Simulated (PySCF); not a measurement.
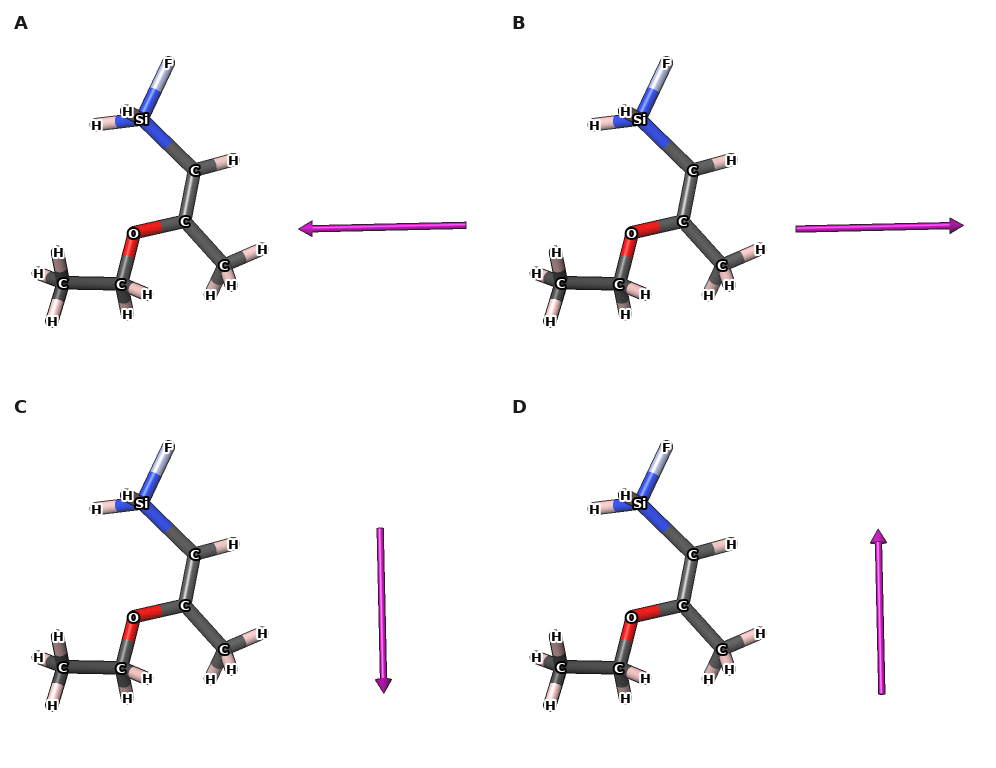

The same molecule four times, each with an arrow. Computed geometry: GFN2-xTB optimisation. No frequency run is at hand to confirm it as a minimum. Level of theory: PBE0/pcSseg-1, gas phase (PySCF 2.14.0).

**Which arrow points along the dipole moment, from the negative to the positive end?**

C. The dipole moment is 4.96 D.

The geometry is semi-empirical. Around Si such bond lengths and angles can be off by a tenth of an ångström or more and by several degrees, and values that hang on the shape move with them.
